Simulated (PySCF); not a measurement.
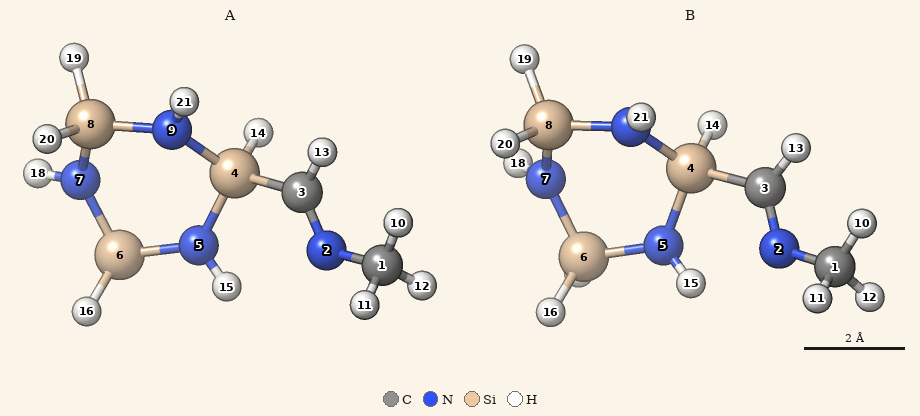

Two geometries of C₂H₁₂N₄Si₃, drawn at one scale. One is the start of a relaxation, the other its converged end. The picture is a ball-and-stick view, seen at a tilt.

These are results of PySCF, PBE0-D3(BJ)/def2-SVP geometry optimisation, gas phase, not measurements. 

Which geometry has the lower energy?

Structure B is the relaxed one. The start comes from GFN2-xTB. Its atoms were then displaced at random by about 0.01 Å. An H atom moves most after the best rigid fit: 0.53 Å. By element the largest moves are H 0.53 Å, C 0.16 Å, N 0.15 Å, Si 0.13 Å. Among the contacts that change: C–Si 1.836 → 1.893 Å, H–Si 1.465 → 1.497 Å, N–Si 1.707 → 1.737 Å, C–H 1.074 → 1.102 Å. Bond angles that change, for instance: Si–N–Si 127.1° → 120.5°, C–Si–N 110.3° → 104.4°, Si–N–Si 127.3° → 121.6°. Groups turn about N–Si by about 20°. Over 14 geometry steps the energy falls by 28.3 kJ/mol. Cost: 11 min on 1 thread of Arm Neoverse N1 (shared host).
